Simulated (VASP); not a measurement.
Band structure of SnO2 (rutile). Calculation: revTPSS meta-GGA, VASP's PBE PAW potentials (set 64) (plane waves; VASP).

Unless said otherwise, spin-orbit coupling is left out, though it shifts the bands of the heavy elements here.

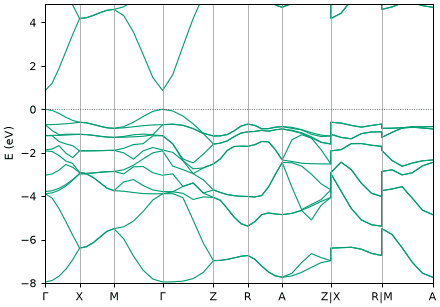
*Bands along high-symmetry lines, zero at the valence-band maximum or, without a gap, the Fermi level*

Read the plot: is there a gap, and where are the band edges?

The gap is direct, 0.87 eV, from the valence maximum at Γ to the conduction minimum at Γ.

The compound is SnO2 in the rutile structure. It was relaxed first.
